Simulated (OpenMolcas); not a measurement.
## Predicting a hybrid from its neighbours: BGeNH6

BGeNH6: 9 atoms, total charge 0, spin state singlet. SMILES: `B[NH][GeH3]`. The shape is that of a PBE0-D4/def2-TZVP optimisation.

The dipole moment y, in D, basis 6-31G(d); a is the functional's share of exact exchange. Programs: OpenMolcas 26.06.

```
functional     program     a  y (D)
    revPBE  OpenMolcas     0   1.91
    r2SCAN  OpenMolcas     0   1.88
     B3LYP  OpenMolcas   0.2   1.85
      PBE0  OpenMolcas  0.25      ?
     BHLYP  OpenMolcas   0.5   1.77
```

Fit y = c + s·a to the known rows and predict PBE0.


1. Means of the 4 rows: a = 0.1750, y = 1.853.
2. Σ(Δa)² = 0.1675, Σ(Δa·Δy) = -0.04175, so the slope is -0.04175/0.1675 = -0.24925.
3. Intercept: 1.853 − (-0.24925) × 0.1750 = 1.897. The largest residual of the fit is 0.016.
4. PBE0: 1.897 + (-0.24925) × 0.25 = 1.83 D.

The run gave 1.86 D, so the prediction is off by -0.03 D, more than the largest residual. The rows mix families of semi-local functionals, which the line can't see.

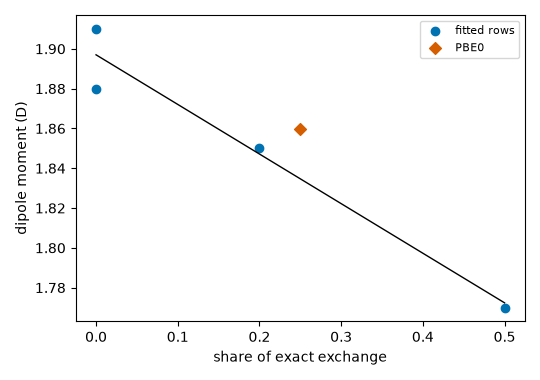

The fitted line, with the withheld row.
